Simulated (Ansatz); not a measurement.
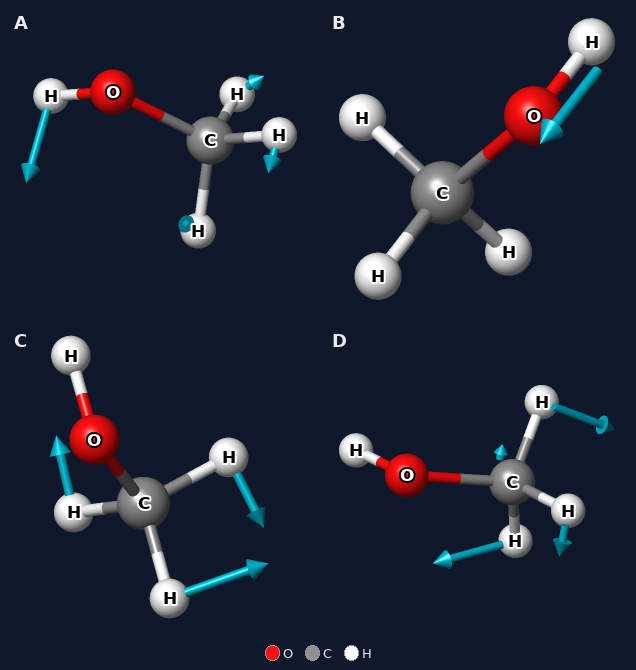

4 normal modes of one molecule or complex, as arrows. Harmonic vibrations computed with RKS PBE0-D4/def2-TZVP (Ansatz 0.2.0) at a stationary point of the same level.

Match the panels to the wavenumbers 308 cm⁻¹, 1174 cm⁻¹, 1490 cm⁻¹, 3879 cm⁻¹.

Answer. A: 308 cm⁻¹, a torsion or out-of-plane motion in which bond lengths and bond angles hardly change
B: 3879 cm⁻¹, O–H stretching
C: 1490 cm⁻¹, H–C–H bending
D: 1174 cm⁻¹, H–C–O bending
